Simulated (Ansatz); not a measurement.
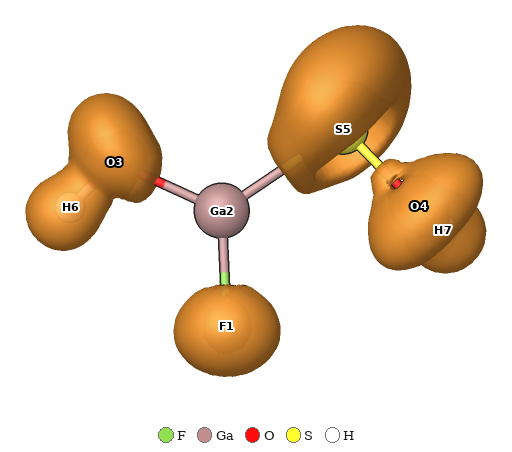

FGaH2O2S. Isosurface of the electron localisation function at 0.75 (orange), seen across its widest extent. Only the valence region is drawn (cores and ρ < 0.01 e/Å³ removed).

Geometry: B3LYP/6-31G*.

Level of theory: Ansatz 0.2.0, isolated molecule in a Gaussian basis; Kohn-Sham density functional theory, functional PBE0.

```xyz
7

F    -2.2917   -3.5119   -0.3866
Ga   -1.7258   -2.4519    0.8984
O    -1.6687   -3.1308    2.5581
O    -1.1425   -0.3523   -1.2203
S    -1.1518   -0.3434    0.4875
H    -1.9746   -4.0528    2.5548
H    -2.0313   -0.0735   -1.5021
```

Q: Where are the electrons localised?

A: At this value the surface marks out one region on S in which the atom's valence shell and bonds are merged, one region wrapped around F (its valence shell) and two joined regions spread over several atoms (H, O), in which their bonds and any lone pairs are merged. Along the contacts the grid gives the following. S–O (1.71 Å): the ELF peaks at about 0.80 between the atoms: a polar covalent bond. Ga–F (1.76 Å): the ELF peaks at about 0.80 in the valence shell of F, 0.5 Å from its nucleus, and is about 0.20 at the midpoint.
